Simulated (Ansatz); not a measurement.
AlClH5N2 (SMILES [NH2][Al]([NH3+])[Cl]) (charge +1)

```yaml
atoms:
  - { symbol: Al, position_ang: [1.5203, 0.4458, 0.3185] }
  - { symbol: Cl, position_ang: [2.2821, 1.4698, -1.2930] }
  - { symbol: N, position_ang: [1.7204, 0.4380, 2.0406] }
  - { symbol: N, position_ang: [0.2011, -0.8872, -0.3060] }
  - { symbol: H, position_ang: [2.3645, 1.0662, 2.5198] }
  - { symbol: H, position_ang: [1.2532, -0.1514, 2.7254] }
  - { symbol: H, position_ang: [-0.2356, -1.4406, 0.4437] }
  - { symbol: H, position_ang: [0.6193, -1.5637, -0.9611] }
  - { symbol: H, position_ang: [-0.5695, -0.4480, -0.8303] }
```

Geometry: B3LYP-D3(BJ)/def2-SVP.

Level of theory: isolated molecule in a Gaussian basis; Kohn-Sham density functional theory, functional PBE0 (Ansatz 0.2.0).

**What will maps of the electron density and electron localisation function show?**

Al–N (1.73 Å): the density is about 0.94 e/Å³ at the midpoint; the ELF peaks at about 0.90 in the valence shell of N, 0.6 Å from its nucleus, and is about 0.55 at the midpoint.
Al–Cl (2.06 Å): the density is about 0.81 e/Å³ at the midpoint; the ELF peaks at about 0.85 in the valence shell of Cl, 0.9 Å from its nucleus, and is about 0.80 at the midpoint.
N–H (1.02 Å): ρ is about 2.8 e/Å³ halfway; the ELF climbs to about 1 towards the hydrogen, as it does in any bond to H; a covalent bond by its length.
Al–N (1.98 Å): ρ is about 0.6 e/Å³ halfway; the ELF peaks at about 0.95 in the valence shell of N, 0.7 Å from its nucleus, and is about 0.80 at the midpoint.

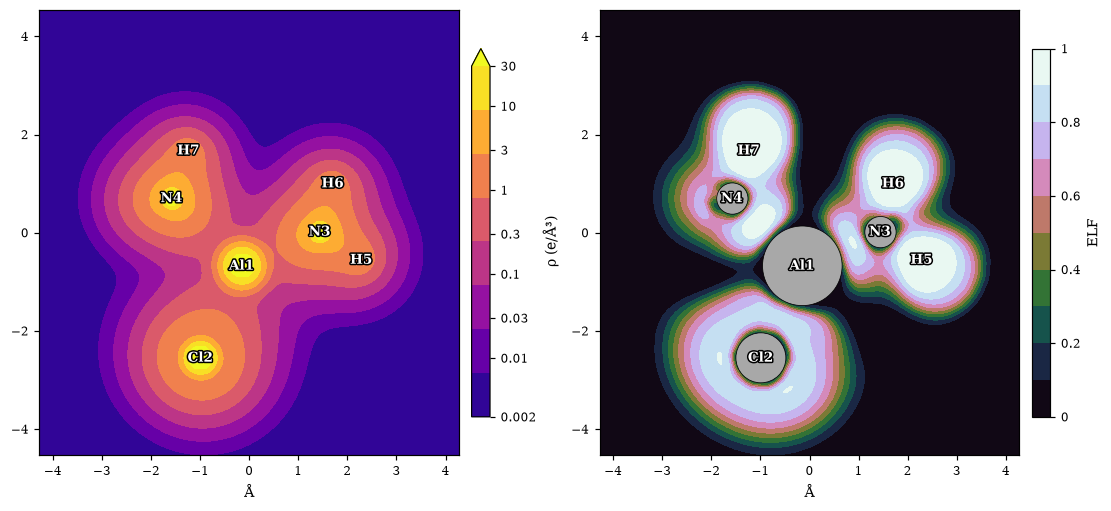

Computed electron density and electron localisation function on the plane of atoms N3, Al1 and N4, in this order. Grey discs cover the atomic cores in the ELF map. 
